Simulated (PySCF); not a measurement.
SMILES O([SiH2]CCC)C, singlet at its GFN2-xTB optimised geometry (Å):

```
18

C      2.6414    -2.0007    -0.0002
C      2.0682    -0.5879     0.0000
C      0.5450    -0.5879     0.0000
Si    -0.1589     1.1655     0.0000
O     -1.7623     0.9140     0.0161
C     -2.7679     1.8781     0.0240
H      2.3127    -2.5444     0.8833
H      2.3073    -2.5463    -0.8804
H      3.7292    -1.9765    -0.0035
H      2.4301    -0.0509     0.8790
H      2.4302    -0.0505    -0.8787
H      0.1906    -1.1374    -0.8739
H      0.1903    -1.1381     0.8733
H      0.2445     1.9282    -1.1906
H      0.2624     1.9375     1.1783
H     -2.6603     2.5463     0.8812
H     -3.7292     1.3666     0.0841
H     -2.7358     2.4785    -0.8882
```

Calculation: PBE0/def2-SVP (PySCF 2.14.0).

Map of the electrostatic potential (hartree/e), clipped to [-0.08, 0.12] on the plane z = 0.6 Å:

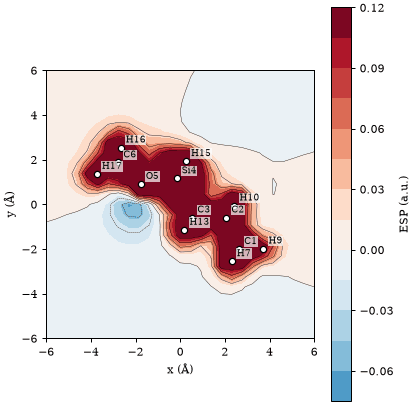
Electrostatic potential (hartree/e), clipped to [-0.08, 0.12] on the plane z = 0.6 Å.
